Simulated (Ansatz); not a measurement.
# F3GeH: the cost of one run

The runs use Ansatz 0.2.0, Gaussian basis; PBE0-D4/def2-TZVP structures, single points in def2-TZVPP, no counterpoise correction.

Levels: SPW92, PBE-D4, BLYP-D4, r2SCAN-D4, B97M-V, PBE0-D4, B3LYP-D4, r2SCAN0-D4, BHLYP-D4, CAM-B3LYP-D4, wB97X-V, wB97M-V, B2PLYP, PBE-QIDH, RPA on PBE, Hartree-Fock, MP2, CCSD, CCSD(T).

Correlated methods freeze the cores. Filled d shells of the heavier atoms are correlated. B3LYP uses VWN-RPA correlation. B2PLYP carries no dispersion term here.

94 further runs of the same task are left out: 94 set aside as unsound or not needed.

### 1 Starting geometry

The complex: 7 atoms, charge 0, spin multiplicity 1.

Atoms are counted from 1 here; the program's logs count them from 0.

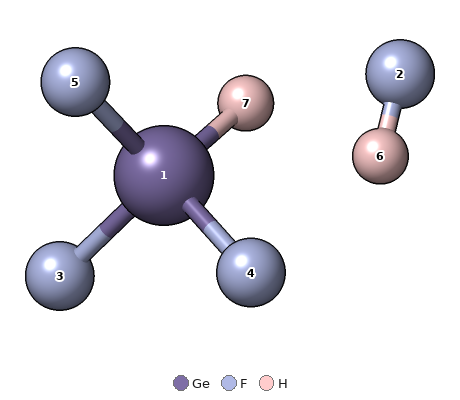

Start geometry, drawn with germanium purple, fluorine light blue, hydrogen pink; atoms are numbered from 1 in the order of the file.

Geometry (Å):

```xyz
7
F4GeH2
Ge   -0.4578    0.3569   -0.5816
F     1.5257   -1.3162    1.0360
F    -1.9006    1.1129   -1.0909
F    -0.6436    0.1871    1.1268
F     0.7814    1.5073   -0.7873
H     0.9078   -0.8873    1.5786
H    -0.2128   -0.9608   -1.2816
```

Its parts: GeHF₃ holds atoms 1, 3, 4, 5, 7; HF holds atoms 2, 6. Each part counts its atoms afresh in its own runs.

### 2 Relaxing GeHF₃ alone

relax-a/in.yaml reads:

```yaml
crystal:
  periodic: [false, false, false]
  atoms:
    - {symbol: Ge, position_ang: [-0.457794, 0.356909, -0.581577]}
    - {symbol: F, position_ang: [-1.900645, 1.112893, -1.090893]}
    - {symbol: F, position_ang: [-0.643617, 0.187121, 1.126767]}
    - {symbol: F, position_ang: [0.781386, 1.507279, -0.787312]}
    - {symbol: H, position_ang: [-0.212831, -0.960818, -1.281619]}
basis:
  gaussian: {orbitals: def2-TZVP}
hamiltonian: {xc: pbe0, dispersion: d4}
relax: {f_tol: 0.005, max_steps: 200}
```

Launch:

```
> ansatz run in.yaml --threads 4 --pin off --events-out ev --progress --plain --max-ram 9574MiB
```

**Question.** How long does this run take on 4 threads of Intel Xeon at 2.50GHz, shared host?

About 13 s.
